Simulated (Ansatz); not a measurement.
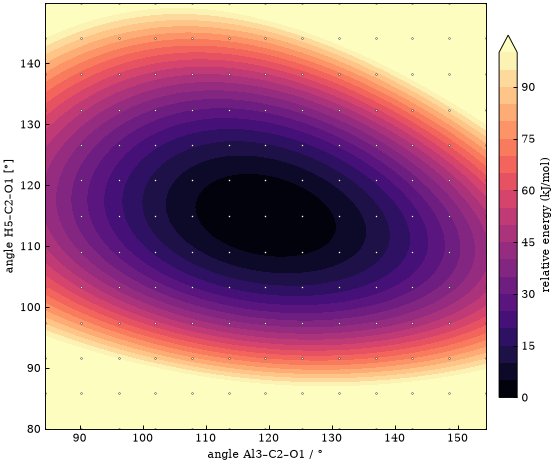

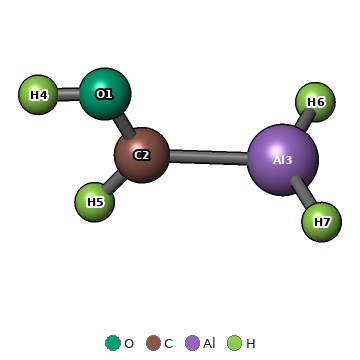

Energy landscape of CH₄AlO, SMILES [OH+]=[CH][AlH2], charge +1. First axis: angle Al3–C2–O1. Second axis: angle H5–C2–O1. Nothing is relaxed (all other coordinates rigid). The grid has 13 × 13 points. All energies are given in kJ/mol relative to the relaxed molecule at the same level. Method: Ansatz 0.2.0, RKS PBE0-D4/def2-TZVP.

Drawn: filled contours, dots at the grid points, one colour for all values above the top of the scale. Between grid points the surface is interpolated. The second picture is the structure at the lowest point.

Q: Where are the wells?

A: The lowest grid point is at angle Al3–C2–O1 = 119.5°, angle H5–C2–O1 = 114.9°, 0 kJ/mol from the relaxed molecule at the same level. It is the only kind of minimum in the scanned range. The highest grid point, angle Al3–C2–O1 = 154.5°, angle H5–C2–O1 = 149.9°, lies 248 kJ/mol above the lowest. Round the minimum the valley is somewhat tilted: raising angle Al3–C2–O1 shifts the best value of angle H5–C2–O1 downwards (coupling k₁₂/√(k₁₁k₂₂) about 0.2).

The values on the grid:

```csv
"angle H5–C2–O1 ↓, angle Al3–C2–O1 →",84.5,90.3,96.2,102.0,107.8,113.7,119.5,125.3,131.2,137.0,142.8,148.7,154.5
149.9,124,115,108,104,104,108,116,127,144,163,187,215,248
144.1,100,90,82,77,75,77,83,92,106,123,143,167,195
138.3,79,68,59,53,50,51,54,62,73,88,105,126,150
132.4,62,51,41,34,30,29,31,37,46,58,74,92,112
126.6,51,39,29,21,16,13,14,18,26,36,49,65,83
120.8,44,33,22,13,7,4,4,6,12,21,32,46,62
114.9,44,32,21,12,6,1,0,1,6,13,22,34,48
109.1,51,39,28,19,11,6,4,4,7,13,21,31,44
103.3,65,54,42,33,25,19,16,15,17,22,28,37,48
97.4,89,77,66,56,48,41,38,36,37,41,46,54,63
91.6,122,110,99,89,80,74,69,67,67,70,74,81,89
85.8,166,154,143,133,124,117,112,110,109,111,114,120,127
79.9,224,212,201,191,181,174,169,166,165,166,169,174,180
```

The input of one point:

```yaml
crystal:
  periodic: [false, false, false]
  atoms:
    - { symbol: O, position_ang: [-1.33585, -0.779461, -0.199368] }
    - { symbol: C, position_ang: [-0.395622, 0.001003, -0.522149] }
    - { symbol: Al, position_ang: [1.15069, 0.347636, 0.818303] }
    - { symbol: H, position_ang: [-2.039109, -0.907647, -0.86774] }
    - { symbol: H, position_ang: [-0.485262, 0.444487, -1.525599] }
    - { symbol: H, position_ang: [0.806876, 1.582051, 1.714421] }
    - { symbol: H, position_ang: [2.298235, -0.687727, 0.581401] }
total_charge: 1
basis:
  gaussian: { orbitals: def2-TZVP }
hamiltonian:
  xc: pbe0
  dispersion: d4
output:
  forces: true
```

Each point was launched as `ansatz run input.yaml --threads 1 --pin off --max-ram 2560MiB --backend cpu --events-out ev --progress --plain --runs-dir out`. The whole map (169 points run) took 9.1 min on 1 thread of Arm Neoverse V1, with other jobs on the host.
